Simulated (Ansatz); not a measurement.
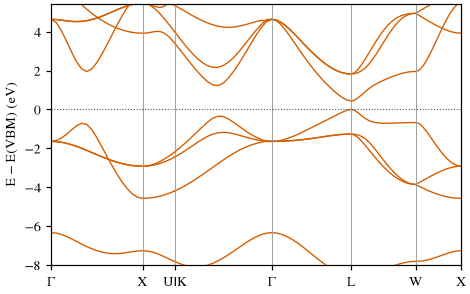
*Band structure from PBE in the plane-wave PAW code Ansatz*

Read off the gap and where the band edges lie.

About 0.4 eV (0.43 eV by a search for the band edges); maximum at L, minimum at L.

Which compound is it?
A. PbSe, rock salt
B. SrTe, rock salt
C. GaP, zinc blende

A, PbSe, rock salt

Space group Fm-3m (rock salt). Symmetry was held in the PBE relaxation. Spin–orbit coupling is left out wherever it is not named.

Potentials: the later of the program's two PAW sets.
